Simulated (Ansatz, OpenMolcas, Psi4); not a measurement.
## SiCl (SMILES [Si]Cl): methods side by side

SiCl: 2 atoms, total charge 0, spin state doublet. SMILES: `[Si]Cl`. The shape is that of a PBE0-D4/def2-TZVP optimisation.

```jsonl
{"atom": "Si", "x (Å)": "0.8818", "y (Å)": "-0.2937", "z (Å)": "0.4521"}
{"atom": "Cl", "x (Å)": "-0.8818", "y (Å)": "0.2937", "z (Å)": "-0.4521"}
```

Quantity: the electronic atomisation energy, in eV. The values are calculated. Electronic energies at fixed atoms, without zero-point motion or spin-orbit coupling.

```tsv
level	kind	program	value (eV)	CPU time (all runs)
USVWN5/aug-cc-pVTZ	LDA	OpenMolcas	5.17	45 s
UBLYP/aug-cc-pVTZ	GGA	OpenMolcas	4.33	63 s
UPBE/aug-cc-pVTZ	GGA	Psi4	4.55	55 s
UM06-L/aug-cc-pVTZ	meta-GGA	OpenMolcas	4.60	2.1 min
UM06-2X/aug-cc-pVTZ	hybrid meta-GGA	OpenMolcas	4.53	3.3 min
U-wB97X-V/aug-cc-pVTZ	range-separated hybrid	Psi4	4.45	48 s
UPBE-QIDH/aug-cc-pVTZ	double hybrid	Ansatz	4.37	15 s
UBCCD(T)/aug-cc-pVTZ	coupled cluster or CI	Ansatz	4.19	22 s
```

The values span 4.19 to 5.17 eV. CPU times are rough (shared hosts, several kinds of processor): they show what a rung costs within a factor of a few.

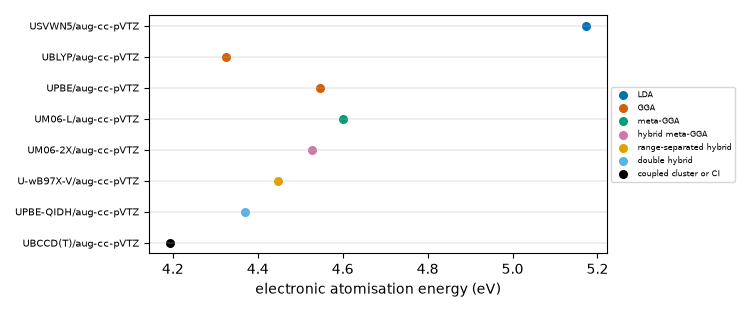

The values of the table, level by level.
